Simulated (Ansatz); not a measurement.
## Ligand exchange: GeH2(CH3)I + InH2(SH) → GeH2(CH3)(SH) + InH2I

Species: GeH2(CH3)I, singlet; InH2(SH), singlet; GeH2(CH3)(SH), singlet; InH2I `[InH2][I]`, singlet. The partners trade I for SH: Ge–I and In–SH bonds give way to Ge–SH and In–I.

Shapes, held fixed at every level: PBE0-D4/def2-TZVP. Flexible molecules stand in one conformer, not always the lowest. Programs: Ansatz 0.2.0. The zero-point and thermal change to 298 K, harmonic and unscaled (PBE0-D4/def2-TZVP), is +0.1 kJ/mol.

```json
{"level": "B3LYP-D4/def2-TZVPP", "kind": "global hybrid", "ΔH(298 K) (kJ/mol)": "-12.0", "less CCSD(T)/def2-TZVPP": "+0.5"}
{"level": "r2SCAN0-D4/def2-TZVPP", "kind": "global hybrid", "ΔH(298 K) (kJ/mol)": "-14.1", "less CCSD(T)/def2-TZVPP": "-1.6"}
{"level": "MP2/def2-SVP", "kind": "perturbation theory", "ΔH(298 K) (kJ/mol)": "-17.4", "less CCSD(T)/def2-TZVPP": "-4.9"}
{"level": "MP2/def2-TZVPP", "kind": "perturbation theory", "ΔH(298 K) (kJ/mol)": "-11.9", "less CCSD(T)/def2-TZVPP": "+0.6"}
{"level": "CCSD/def2-SVP", "kind": "coupled cluster or CI", "ΔH(298 K) (kJ/mol)": "-18.2", "less CCSD(T)/def2-TZVPP": "-5.7"}
{"level": "CCSD/def2-TZVPP", "kind": "coupled cluster or CI", "ΔH(298 K) (kJ/mol)": "-13.8", "less CCSD(T)/def2-TZVPP": "-1.3"}
{"level": "CCSD(T)/def2-TZVPP", "kind": "coupled cluster or CI", "ΔH(298 K) (kJ/mol)": "-12.5", "less CCSD(T)/def2-TZVPP": "0.0"}
```

The highest level, CCSD(T)/def2-TZVPP, gives ΔH(298 K) = -12.5 kJ/mol; the levels span -18.2 to -11.9. The column of differences is taken from that level and isn't an error. No measured value is set beside it here. For atoms past krypton def2 sets carry core potentials with scalar relativity. Relativity is left out for Ge unless named. Correlated rows may include outer-core shells of Ge, I, In, which these sets cover unevenly.

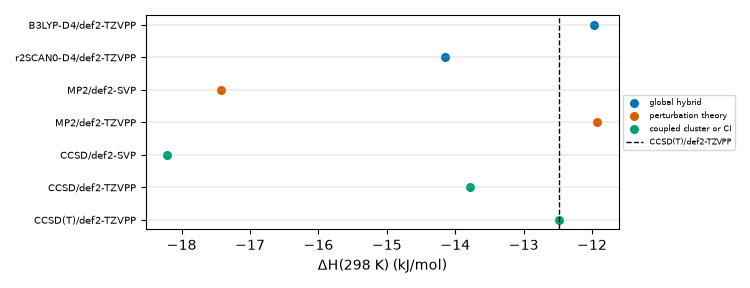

The values of the table, level by level.
